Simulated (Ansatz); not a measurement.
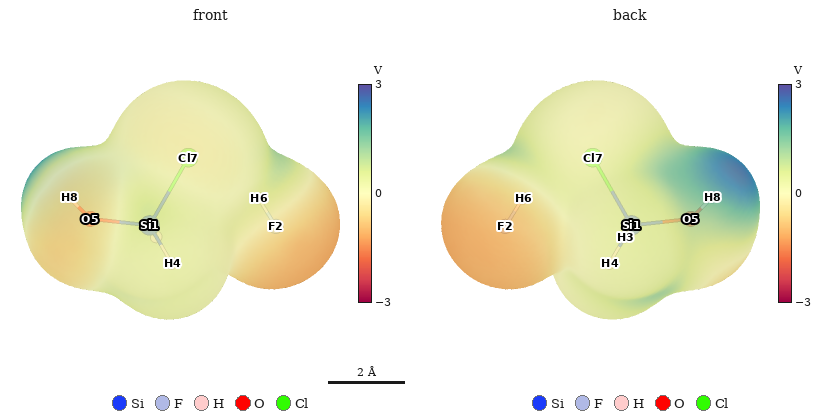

ClH$_{3}$OSi···HF. The electrostatic potential painted on the density surface at 0.001 e/bohr³, seen from the front and from behind; the colour scale runs from red (negative) to blue (positive).

The product side of a reaction path; geometry: PBE0-D4/def2-TZVP; a saddle point, not a minimum.

All numbers below come from RKS PBE0-D4/def2-TZVPP in Ansatz.

| atom | x (Å) | y (Å) | z (Å) |
| --- | --- | --- | --- |
| Si | -0.5933 | 0.1382 | 0.0253 |
| F | 2.0896 | -1.9448 | 0.3304 |
| H | -0.4975 | -0.7067 | -1.1830 |
| H | -0.8365 | -0.6085 | 1.2691 |
| O | -1.7642 | 1.2655 | -0.0875 |
| H | 2.1451 | -1.0178 | 0.3174 |
| Cl | 1.2659 | 1.0581 | 0.1992 |
| H | -1.8090 | 1.8159 | -0.8710 |

> Describe the electrostatic potential map.

The most negative region (about −1.1 V) lies over F2, the most positive (about +2.5 V) over H8.
